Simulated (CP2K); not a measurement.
Band structure of MgS (Fm-3m, 2 atoms in the cell).

```
CELL_PARAMETERS angstrom
      3.64938     0.00000     0.00000
      1.82469     3.16045     0.00000
      1.82469     1.05349     2.97971
ATOMIC_POSITIONS crystal
  Mg 0.00000 0.00000 0.00000
  S  0.50000 0.50000 0.50000
```

Computed with CP2K with PBE, GPW, DZVP-MOLOPT-SR-GTH basis, GTH-PBE potentials (GTH_POTENTIALS).

Settings: CUTOFF = 1000 Ry; REL_CUTOFF = 50 Ry; SMEAR/METHOD = FERMI_DIRAC; ELECTRONIC_TEMPERATURE = 116.05 K; KPOINTS/SCHEME = MONKHORST-PACK 9 9 9; XC_FUNCTIONAL = PBE; Mg/BASIS_SET = DZVP-MOLOPT-SR-GTH-q10; Mg/POTENTIAL = GTH-PBE-q10; S/BASIS_SET = DZVP-MOLOPT-SR-GTH-q6; S/POTENTIAL = GTH-PBE-q6; METHOD = GPW; EPS_DEFAULT = 1e-10; EXTRAPOLATION = USE_GUESS; NGRIDS = 5.

The starting cell has typed, rounded lattice constants, without a prior relaxation at this level. Its lattice was rescaled by a random factor within 2.5 % of one. Values carry the incompleteness of an atom-centred basis.

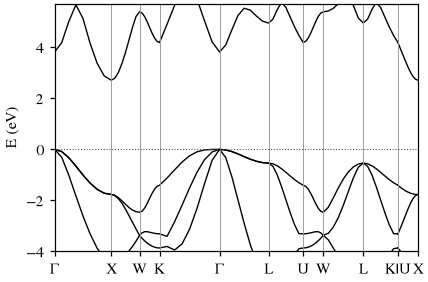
Fig. 1. Bands along the path, energies from the top of the valence band on the SCF mesh.

Problem. Read off roughly the gap and where its edges lie.

Solution. The gap along the path is about 2.7 eV (computed: 2.71 eV), from Γ to X; the smallest direct gap on it is 3.82 eV.

Levels in eV from the top of the valence band on the SCF mesh, bands 5 to 9:
```tsv
point	5	6	7	8	9
Γ	-12.78	0.00	0.00	0.00	3.82
X	-10.88	-4.39	-1.77	-1.77	2.71
W	-10.83	-3.37	-3.37	-2.46	5.39
K	-10.89	-3.86	-3.31	-1.41	4.19
L	-11.35	-5.01	-0.54	-0.54	4.95
U	-10.89	-3.86	-3.31	-1.41	4.19
```

Higher empty bands are left out: an atom-centred basis made for the valence describes them poorly.
